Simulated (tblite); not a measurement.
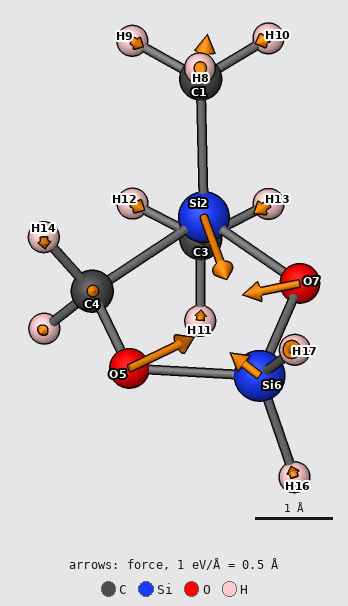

Starting geometry of C₃H₁₀O₂Si₂ with the computed forces as orange arrows. The picture is a ball-and-stick view, seen from a free direction.

Theory: tblite, GFN2-xTB geometry optimisation, gas phase. 

> What follows when this structure is relaxed?

It isn't relaxed: the largest force vector, on a Si atom, is 2.69 eV/Å. The final displacements follow the starting forces only in part (cosine between the two patterns 0.38). An H atom moves most after the best rigid fit: 0.15 Å. By element the largest moves are H 0.15 Å, O 0.11 Å, Si 0.08 Å, C 0.07 Å. Some distances before and after: O–Si 1.697 → 1.624 Å, O–Si 1.708 → 1.636 Å, C–Si 1.840 → 1.896 Å, H–Si 1.489 → 1.453 Å. Bond angles that change, for instance: Si–C–O 112.4° → 107.2°, C–O–Si 113.7° → 118.6°, H–Si–H 113.5° → 117.8°. After 30 geometry steps the energy has fallen by 7.87 kcal/mol. Cost: 0.87 s on 1 thread of Intel(R) Xeon(R) Processor @ 2.50GHz, on a shared host.
